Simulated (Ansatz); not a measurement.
```yaml
crystal:
  periodic: [false, false, false]
  atoms:
    - {symbol: Se, position_ang: [1.579886, -0.408630, 1.013242]}
    - {symbol: C, position_ang: [0.170429, -0.042318, 0.098259]}
    - {symbol: C, position_ang: [-1.266166, 0.163176, 0.217385]}
    - {symbol: N, position_ang: [-0.681728, 0.254671, -0.928060]}
basis:
  gaussian: {orbitals: def2-TZVPP}
magnetization: {spin_polarized: true, initial_magnetization: 1}
correlation: {method: ccsd_t}
scf: {omitted_lower_state_checks: [cluster_reference]}
```

Geometry: moved along internal coordinates away from the minimum.

What structure does this define?

It has 4 atoms: 2 carbon, 1 nitrogen and 1 selenium (C2NSe). Its SMILES string is `[Se]=c1[c]n1`. It is an open-shell species. All atoms lie on one plane. Coordination, clear cases only: 1 C T-shaped.

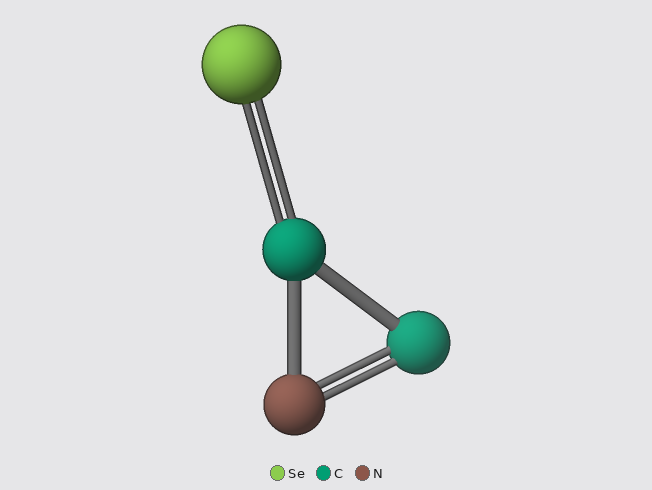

Source: calculation with Ansatz.
